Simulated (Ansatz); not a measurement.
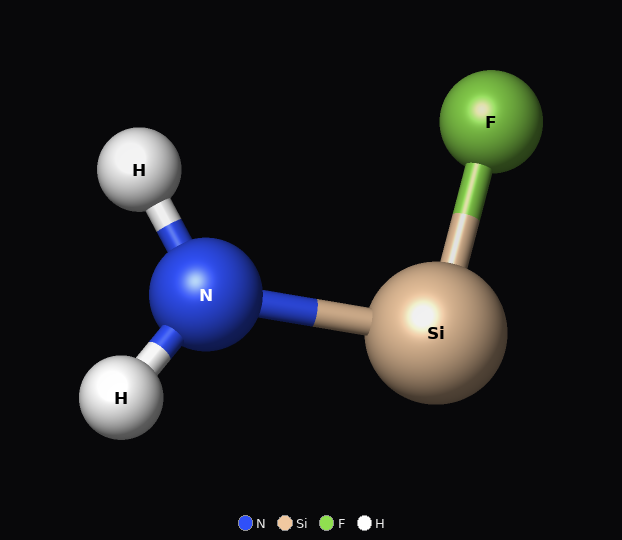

Ball-and-stick drawing of a structure. Every bond is drawn as one stick, whatever its order.

Computed geometry: PBE0-D4/def2-TZVP optimisation.

**Give the formula.**

FH₂NSi, 5 atoms: 1 fluorine, 2 hydrogen, 1 nitrogen and 1 silicon.

**Give the symmetry (Schoenflies symbol).**

Cs.

**How many bonds of each kind are drawn?**

2 N–H, 1 N–Si, 1 F–Si.

The parts below concern this one geometry. Atoms keep their numbers from picture to picture.

Thermal motion

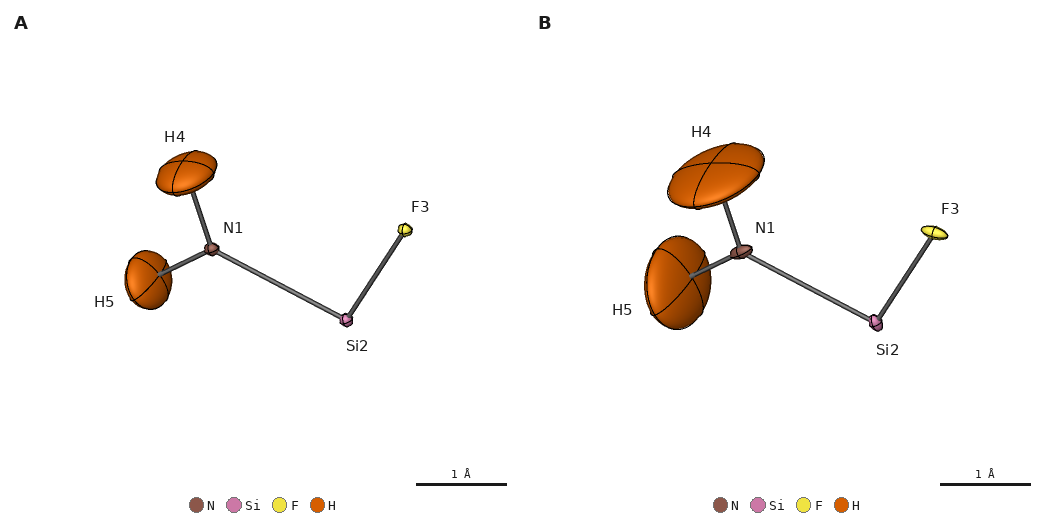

Displacement ellipsoids at the 50 % level, scaled by 1.5, from the internal vibrations of the free molecule (harmonic, no overall translation or rotation; no half-axis is drawn under 0.075 Å). Vibrations computed with RKS PBE0-D4/def2-TZVP (Ansatz 0.2.0). One panel is for 0 K (zero-point motion alone), the other for 900 K.

**Which panel is for 900 K?**

B.

**How much does the mean-square displacement of H4 grow, and why?**

U_eq goes from 0.0179 to 0.0439 Å², a factor of 2.5. Modes below kT (626 cm⁻¹ at 900 K) grow about in proportion to T, and the lowest lies at 309 cm⁻¹; the mean-square amplitude of a mode is its zero-point value times coth(ħω/2kT), which comes close to 1 only above about 3kT.

Dipole moment

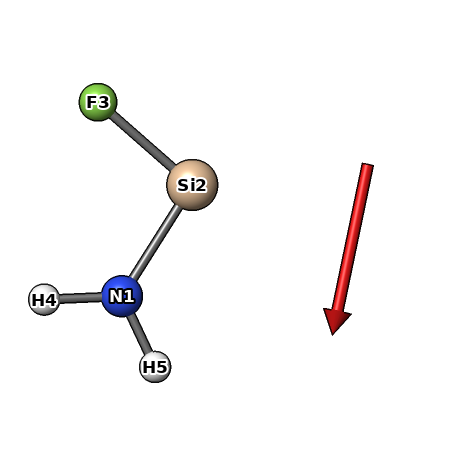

The arrow beside the molecule shows the direction of the dipole moment, from the negative to the positive end (its length means nothing). Properties computed with RKS PBE-D4/def2-TZVPP (Ansatz 0.2.0).

**Estimate the dipole moment.**

2.41 D; it points from the side of F3 to the side of H5 (the outermost atoms at the two ends).

Vibrations

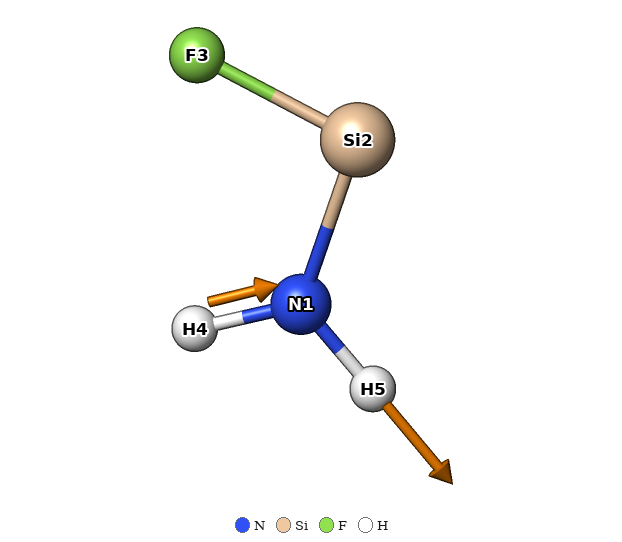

The arrows show one normal mode. Harmonic vibrations computed with RKS PBE0-D4/def2-TZVP (Ansatz 0.2.0) at a stationary point of the same level.

**Describe the motion.**

Mostly out-of-phase stretching of 2 N–H bonds.

**Estimate its harmonic wavenumber.**

3686 cm⁻¹; it is mode 9 of 9 counted from the lowest.
